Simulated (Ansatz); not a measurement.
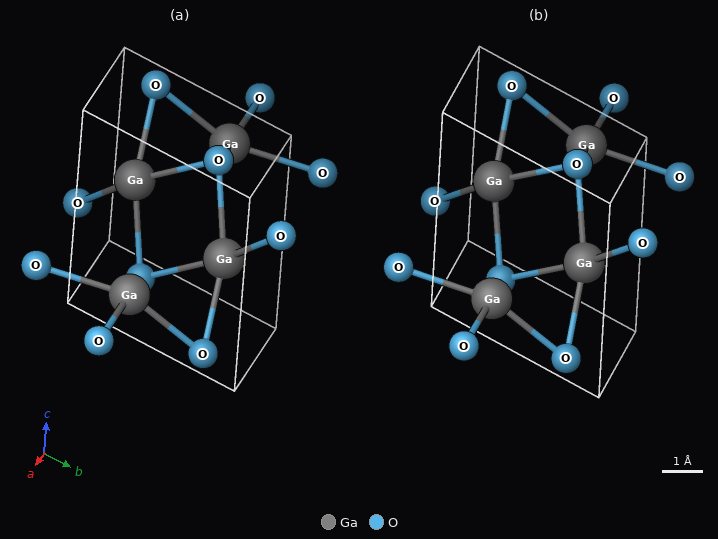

The structure of solid Ga₂O (a generated structure, set up in I4/mcm) before (left) and after (right) a relaxation, at one scale.

Style: ball-and-stick. Shown: the cell of the calculation, slightly off an axis.

Theory: DFT PBE, scalar-relativistic, plane waves, PAW in Ansatz.

Input file:
```yaml
crystal:
  lattice:
    - [-2.7336820788, 2.7336820788, 2.9920782915]
    - [2.7336820788, -2.7336820788, 2.9920782915]
    - [2.7336820788, 2.7336820788, -2.9920782915]
  atoms:
    - { symbol: Ga, position: [0.1873860663, 0.6873860663, 0.8747721327] }
    - { symbol: Ga, position: [0.3126139337, 0.1873860663, 0.5] }
    - { symbol: Ga, position: [0.6873860663, 0.8126139337, 0.5] }
    - { symbol: Ga, position: [0.8126139337, 0.3126139337, 0.1252278673] }
    - { symbol: O, position: [0.75, 0.75, 0.0] }
    - { symbol: O, position: [0.25, 0.25, 0.0] }
basis:
  ecutwfc: 420
kpoints:
  mp_grid: { grid: [10, 10, 10] }
hamiltonian:
  xc: pbe
scf:
  occupations: { method: gaussian, width: 0.1 }
output:
  forces: true
  stress: true
  eigenvalues: true
  write_density: true
  write_potential: true
  elf: true
  volumetric_format: npy
relax:
  adjacent_minimum: "off"
  f_tol: 0.01
  max_steps: 80
  cell: { stress_tol: 0.05 }
```

Run as
```bash
ansatz run input.yaml --threads 1 --pin off --max-ram 2560MiB --backend cpu --events-out ev --progress --plain --runs-dir out
```

### Describe what moved and what it gained.

After 5 accepted moves (8 points after the start) the energy has fallen by 4.0 meV per atom. The largest force component goes from 0.0072 to under 0.0001 eV/Å. The pressure goes from −0.18 to 0.00 GPa. The SCF was repeated 3 times at an unchanged geometry on a basis and grid sized afresh for the cell, which shifted the energy by 0.5 meV per atom at most. The largest moves relative to the cell, 0.013 Å, are those of Ga1, Ga2, Ga3 and Ga4. Ga1 goes along [1 1 2]. O stays in place. Cell: a = b = c 4.889 → 4.911 Å (+0.5 %), α 112.0° → 113.8°, β 112.0° → 113.8°, γ 104.5° → 101.1°. Volume +0.3 %. Among the contacts that change: Ga1–O5 2.492 → 2.499 Å. The space group stays I4/mcm (No. 140).
